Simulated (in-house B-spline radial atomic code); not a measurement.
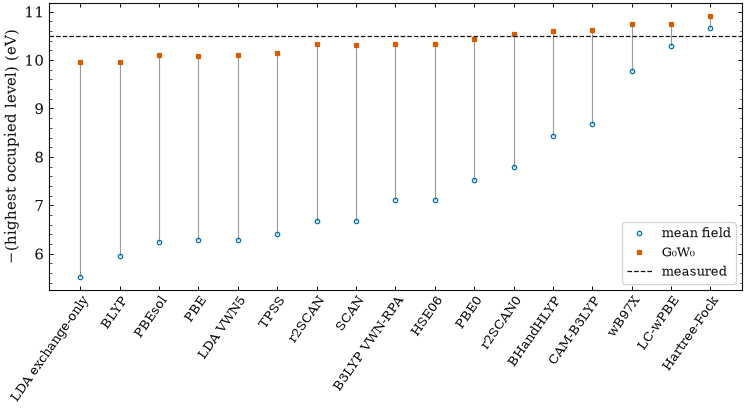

Binding energy of the highest level (3p↑) of an atom or ion with the configuration [Ne] 3s² 3p³, on 17 mean-field starts and after G₀W₀. All-electron spherical atom, scalar X2C, no spin-orbit coupling, Breit or QED terms; computed with a B-spline radial code.

> Which atom or ion is it?

P I (neutral phosphorus). The mean-field values spread from 5.52 eV (LDA exchange-only) to 10.66 eV (Hartree-Fock); after G₀W₀ they lie between 9.95 eV (LDA exchange-only) and 10.90 eV (Hartree-Fock), so the spread shrinks from 5.13 to 0.95 eV. The measured removal energy is 10.49 eV; the nearest G₀W₀ value is that on PBE0 (10.44 eV).
